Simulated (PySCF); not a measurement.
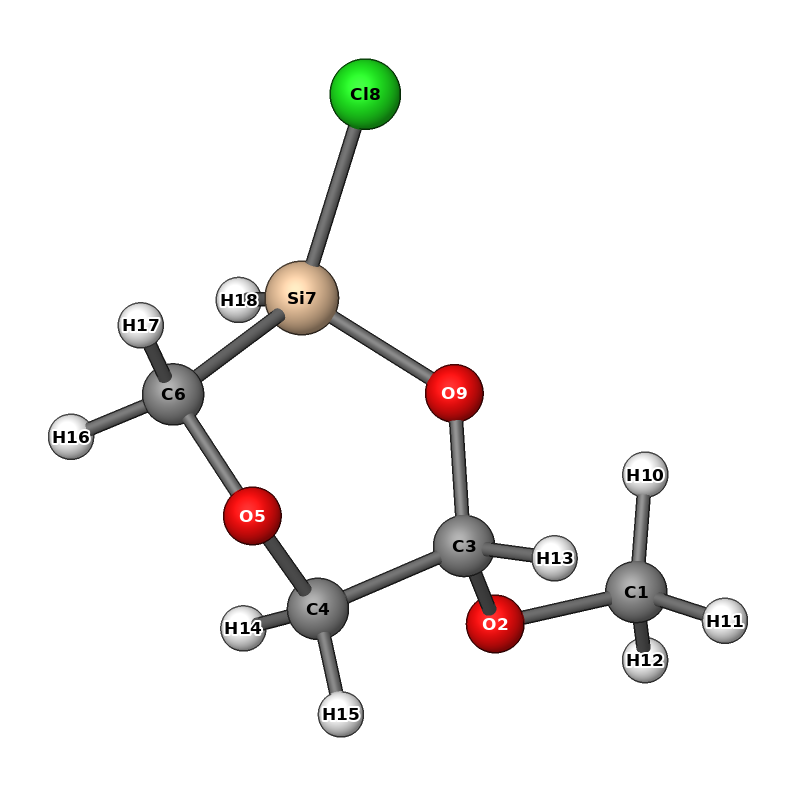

The questions are on isotropic NMR shieldings of the H atoms. The geometry was computed by an optimisation with GFN2-xTB. No frequency run is at hand to confirm it as a minimum. Method: GIAO PBE0/pcSseg-1 NMR shielding, non-relativistic, gas phase (PySCF 2.14.0).

Give the isotropic NMR shieldings of the H atoms atom by atom.

| atom | σ (ppm) |
| --- | --- |
| H10 | 27.52 |
| H11 | 28.52 |
| H12 | 27.96 |
| H13 | 26.58 |
| H14 | 28.97 |
| H15 | 27.73 |
| H16 | 28.16 |
| H17 | 27.85 |
| H18 | 26.28 |

The geometry is semi-empirical. Around Si such bond lengths and angles can be off by a tenth of an ångström or more and by several degrees, and values that hang on the shape move with them.
